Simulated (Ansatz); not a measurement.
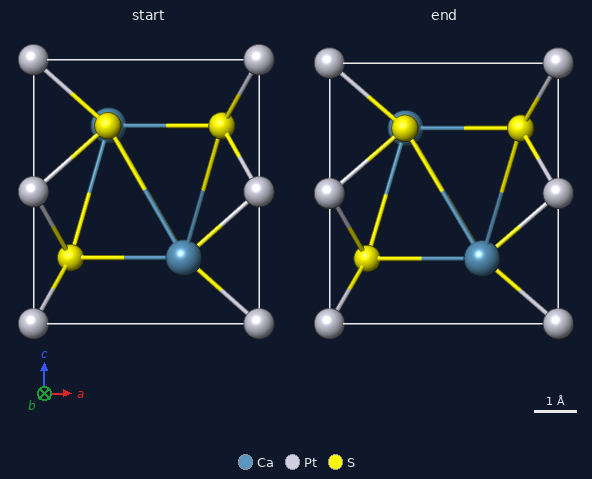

The structure of crystalline CaPtS3 (built on the KVCl3-194 type type) before (left) and after (right) a relaxation, at one scale.

The picture is a ball-and-stick view of the cell of the calculation, seen along the b axis.

Computed with Ansatz, DFT, r2SCAN+rVV10, plane waves, PAW. (plane-wave cutoff 500 eV; k-point mesh 6 × 6 × 4; occupations fermi dirac; smearing width 0.03 eV; no spin polarisation; cell and atoms relaxed; force threshold 0.01 eV/Å; at most 120 steps)

Summarise the run.

Answer. The energy falls by 3.6 meV per atom in 4 accepted moves (5 points after the start). The largest force component goes from 0.088 to 0.0002 eV/Å. The pressure goes from 1.33 to 0.00 GPa. At 1 point the geometry stayed and the basis and grid were re-selected for the new cell (energy shift of 0.1 meV per atom at most each time). The atoms keep their places relative to the cell (all moves are under 0.005 Å). The volume changes by +1.7 %, with a = b 6.228 → 6.320 Å (+1.5 %), c 6.313 → 6.232 Å (−1.3 %). Near-neighbour distances that change, for instance: Ca–S 3.114 → 3.160 Å, Ca–S 3.643 → 3.622 Å, Pt–S 2.377 → 2.382 Å. The space group stays P6_3/mmc (No. 194). The run took 69 s on 4 threads of Arm Neoverse V1 (shared host), peak memory 1.5 GiB.
